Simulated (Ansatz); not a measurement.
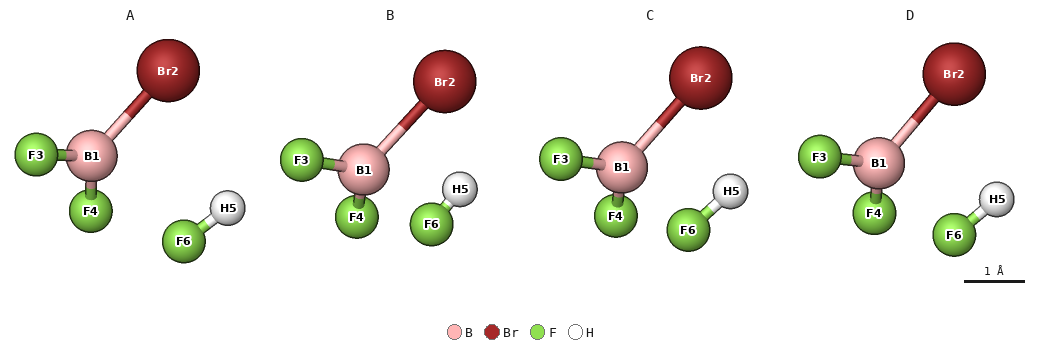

4 geometries from one relaxation of BHBrF3 (started from a transition state, displaced along its imaginary mode), in shuffled order. The picture is a ball-and-stick view, seen at a tilt.

Level of theory: RKS PBE0-D4/def2-TZVP in Ansatz. (force threshold 0.005 eV/Å; at most 200 steps)

> Order the frames from highest to lowest energy.

B, C, D, A. They are steps 0, 2, 4, 14, at +1.851 eV, +0.179 eV, +0.070 eV relative to the last. The largest move after the best rigid fit is that of H5, 0.68 Å. By element the largest moves are H 0.68 Å, F 0.43 Å, Br 0.40 Å, B 0.37 Å. Among the contacts that change: Br2–H5 2.099 → 3.007 Å, B1–F6 1.788 → 2.579 Å, Br2–F6 2.645 → 3.279 Å, H5–F6 0.756 → 0.923 Å. Bond angles that change, for instance: Br2–B1–F3 117.6° → 119.7°. After 12 accepted moves (14 points after the start) the energy has fallen by 1.851 eV. Largest force component: 19 eV/Å at the start, 0.00044 eV/Å at the end. The line search rejected the trial steps at points 10, 11 of the run.
